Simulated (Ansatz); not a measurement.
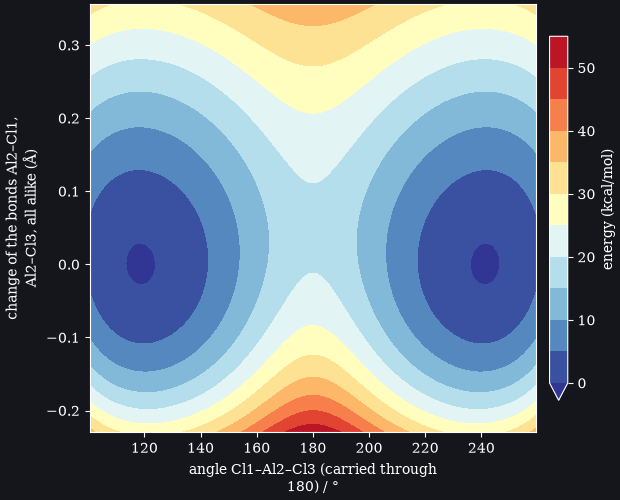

AlCl₂, SMILES [Cl][Al][Cl], spin multiplicity 2. The first coordinate is: angle Cl1–Al2–Cl3 (carried through 180); the second: change of the bonds Al2–Cl1, Al2–Cl3, all alike. Nothing is relaxed (all other coordinates rigid). The scan uses a 13 × 13 grid; 91 points were computed and 78 follow by symmetry. Points are written as (first, second). All energies are given in kcal/mol relative to the lowest grid point. The calculation used UKS r2SCAN0-D4/def2-TZVP in Ansatz.

In the figure: filled contours. Between grid points the surface is interpolated.

The lowest grid point is at (113.8°, 0.014 Å); the map holds 2 wells of about this depth. No other kind of well shows on this grid. The highest grid point, (180.0°, −0.230 Å), lies 53.2 kcal/mol above the lowest. On the interpolated surface the easiest way out of the lowest well to a well of about the same depth near (246.2°, 0.014 Å) passes a barrier of about 19 kcal/mol.

The system is changed to AlF2, SMILES [F][Al][F], spin multiplicity 2; the new grid has 9 × 9 points, laid about the new relaxed structure.

> What does this change do to the map?

The minimum (interpolated where it lies between grid points) moves from about (119°, 0.000 Å) to about (120°, 0.000 Å). The easiest pass out of the lowest well goes from about 19 to about 17 kcal/mol on the interpolated surfaces.

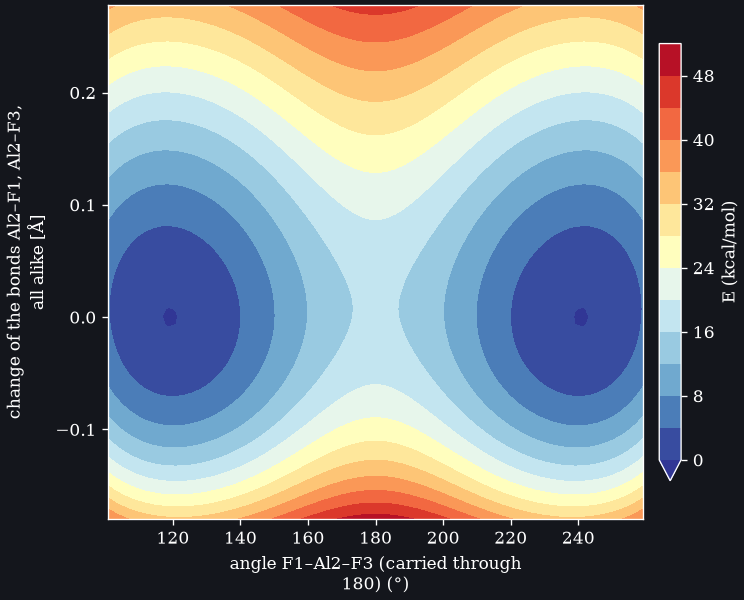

The map after the change, on a colour scale of its own. In the figure: filled contours. Between grid points the surface is interpolated.
